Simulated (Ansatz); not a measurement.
AlCo (Pm-3m): the Drude term of Re ε in the infrared

Re ε of AlCo (Pm-3m) at low photon energies is read from one computed spectrum; the carriers' damping was typed as γ = 0.1 eV.

The structure is cubic, space group Pm-3m (No. 221). The conventional cell has a = 2.819 Å, b = 2.819 Å, c = 2.819 Å, α = 90.00°, β = 90.00°, γ = 90.00°. Around Co on site b lie 8 Al at 2.44 Å. Around Al on site a lie 8 Co at 2.44 Å.

Method: Ansatz 0.2.0, PBE, independent particles, k-mesh 12×12×12 with interpolation inside its cells, Gaussian parameter 0.15 eV.

Launch of the response step: `ansatz run input.yaml --threads 4 --pin off --max-ram 8192MiB --backend cpu --events-out ev --progress --plain --runs-dir out`. The run took 8 s, on 4 threads of Intel(R) Xeon(R) 6975P-C (Granite Rapids) (shared host).

```
photon energy E (eV)  wavelength (µm)    Re ε
                0.25             4.96       ?
                0.30             4.13  -106.7
                0.35             3.54   -69.5
                0.40             3.10   -45.9
                0.50             2.48   -21.7
                0.60             2.07   -12.1
                0.70             1.77    -7.7
```

A Drude term over a constant background gives Re ε = ε_b − ωp²/(E² + γ²), linear in 1/(E² + γ²).

Working, on the rows shown:

| x = 1/(E² + γ²) (eV⁻²) | y = Re ε |
| --- | --- |
| 10 | -106.7 |
| 7.54717 | -69.5 |
| 5.88235 | -45.9 |
| 3.84615 | -21.7 |
| 2.7027 | -12.1 |
| 2 | -7.7 |

Means: x̄ = 5.3297, ȳ = -43.933. Σ(x − x̄)(y − ȳ) = -588.2, Σ(x − x̄)² = 47.22. Slope = -588.2 / 47.22 = -12.46; intercept = ȳ − slope · x̄ = 22.45. The line misses the rows shown by at most 5.2.

Question: What does the fit predict for the withheld row, and how well does it do?

Answer: At x = 13.793 the line gives y = -149.35. The run gave -166.5, so the extrapolation is off by 17, 11 % of the range in the table. Beyond its data the fit drifts from the curve.

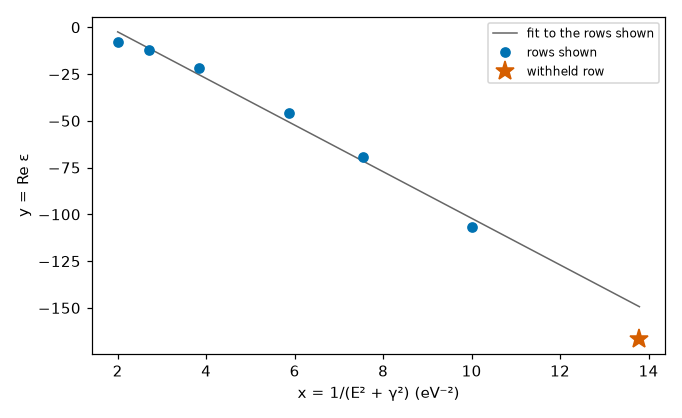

Refitted with all rows, the slope is -13.6 and the intercept 27.49. These give ωp = √(−slope) = 3.69 eV, against 4.03 eV from the program's Fermi-surface sum, and an intercept of 27.5. Taking the program's Drude term off the rows leaves 57 at the lowest energy and 25 at the highest, so the background isn't constant: interband transitions lie in or near the window, and neither fitted number can be trusted. The values come from a sum over the points of one k-mesh and carry its error, which is largest for Fermi-surface quantities.

[Logs are printed without paths, hosts, clocks, repeated set-up lines and the standing remarks that a program may print on its own settings, such as how far it seeks lower states.]
